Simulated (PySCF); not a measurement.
C₄H₁₁Ge, SMILES [C]([CH2][GeH3])(C)C, doublet at its GFN2-xTB optimised geometry (Å):

```
16

C     -1.7476     0.9306    -2.0275
C     -1.0048    -0.2719    -1.5695
C     -1.7007    -1.2632    -0.7084
C      0.4552    -0.2337    -1.5585
Ge     1.2451     0.8014     0.0000
H     -2.7772     0.6843    -2.2824
H     -1.2656     1.3801    -2.8958
H     -1.7774     1.6973    -1.2392
H     -1.6692    -0.9577     0.3478
H     -1.2232    -2.2414    -0.7735
H     -2.7476    -1.3621    -0.9905
H      0.8809    -1.2369    -1.4920
H      0.8502     0.2508    -2.4542
H      0.8243     0.2531     1.3310
H      2.7476     0.8014     0.0000
H      0.8266     2.2414     0.0000
```

Method: unrestricted PBE0/def2-TZVP (PySCF). Cells within 0.4 Å of a nucleus heavier than hydrogen are left out (blank, or x).

Map of the HOMO−1 amplitude (α) (bohr^(-3/2)), clipped to [-0.25, 0.25] on the plane z = 0.0 Å; orbital energy -9.19 eV, overall sign arbitrary:

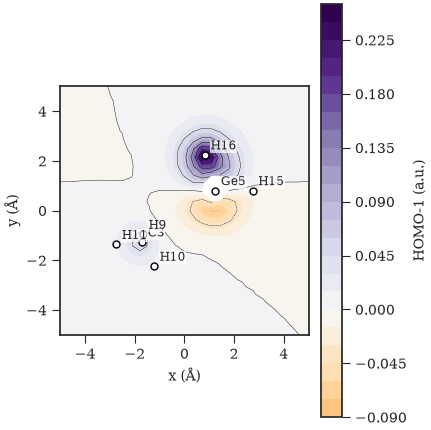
Figure: HOMO−1 amplitude (α) (bohr^(-3/2)), clipped to [-0.25, 0.25] on the plane z = 0.0 Å.
